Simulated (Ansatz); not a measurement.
System: AlZnSb.

```
CELL_PARAMETERS angstrom
4.00328 0.00000 0.00000
0.00000 4.00328 0.00000
0.00000 0.00000 7.67302
ATOMIC_POSITIONS crystal
Al 0.00000 0.50000 0.25976
Al 0.50000 0.00000 0.74024
Zn 0.00000 0.00000 0.00000
Zn 0.50000 0.50000 0.00000
Sb 0.00000 0.50000 0.65017
Sb 0.50000 0.00000 0.34983
```

Space group P4/nmm; started from the MnVAs_129 prototype, which need not be the ambient phase.

Theory: DFT PBE, scalar-relativistic, plane waves, PAW in Ansatz 0.2.0.

Q: Predict the valence pseudo-density and electron localisation function between the atoms.

A: Al–Zn (2.82 Å): ρ is about 0.19 e/Å³ halfway; the ELF is about 0.45 at the midpoint.
Zn–Sb (3.35 Å): the density is about 0.13 e/Å³ at the midpoint; the ELF is about 0.25 at the midpoint (no shared electron pair shows on this line).
Al–Sb (3.00 Å): ρ is about 0.23 e/Å³ halfway; the ELF is about 0.65 at the midpoint.

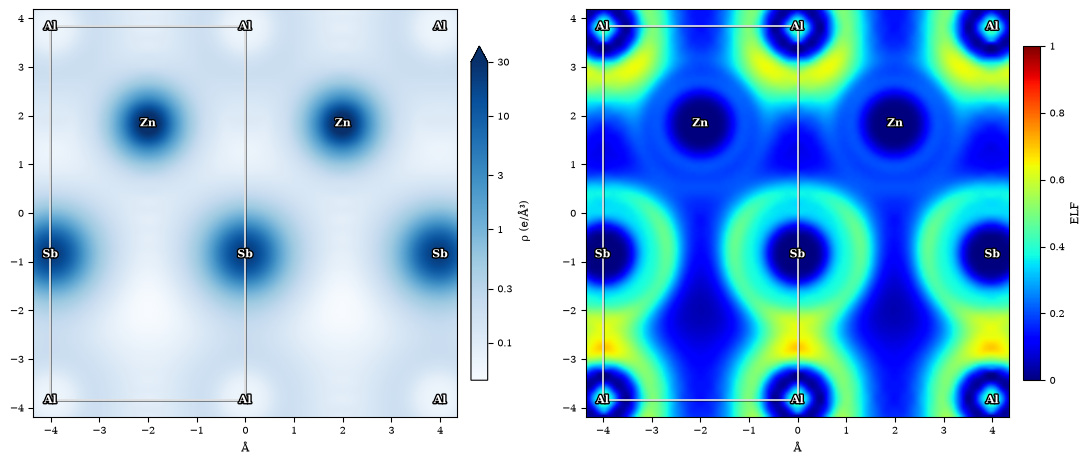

Computed valence pseudo-density and electron localisation function on the (100) plane of the conventional cell, in this order. 

In a PAW calculation such maps are meaningful between the atoms, not at the nuclei.
